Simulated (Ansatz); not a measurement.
KNi2 (space group P6/mmm, No. 191): the input geometry of an electronic-structure calculation (not necessarily at equilibrium); the starting structure was generated, so it need not be a known form of this composition.

```cif
data_structure
_symmetry_space_group_name_H-M 'P 1'
_symmetry_Int_Tables_number 1
_cell_length_a 3.8755
_cell_length_b 3.8755
_cell_length_c 5.2571
_cell_angle_alpha 90.000
_cell_angle_beta 90.000
_cell_angle_gamma 120.000
_cell_volume 68.38
loop_
_atom_site_label
_atom_site_type_symbol
_atom_site_fract_x
_atom_site_fract_y
_atom_site_fract_z
_atom_site_occupancy
K1 K 0.00000 0.00000 0.00000 1
Ni1 Ni 0.33333 0.66667 0.50000 1
Ni2 Ni 0.66667 0.33333 0.50000 1
```

Describe the stacking along c, with columns A (0, 0), B (1/3, 2/3), C (2/3, 1/3) of the hexagonal mesh.

K(A) – Ni(B)+Ni(C) (two layers in 5.26 Å).

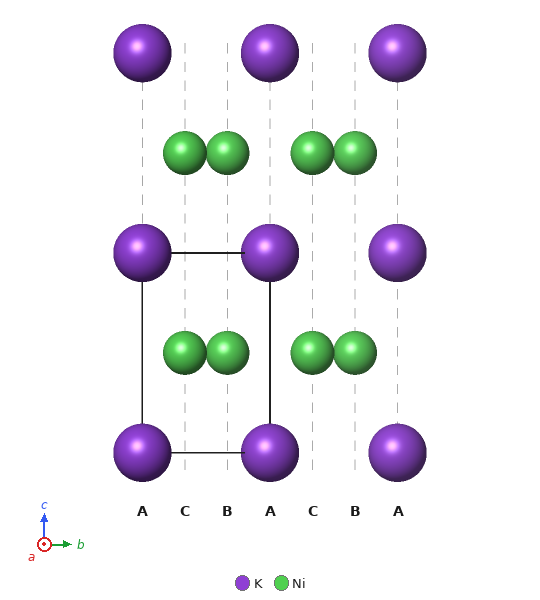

Projection along an edge of the hexagonal mesh, stacking direction c upwards. The dashed lines mark the three columns A (0, 0), B (1/3, 2/3) and C (2/3, 1/3). The sequence starts with the first layer at or above the cell's origin.
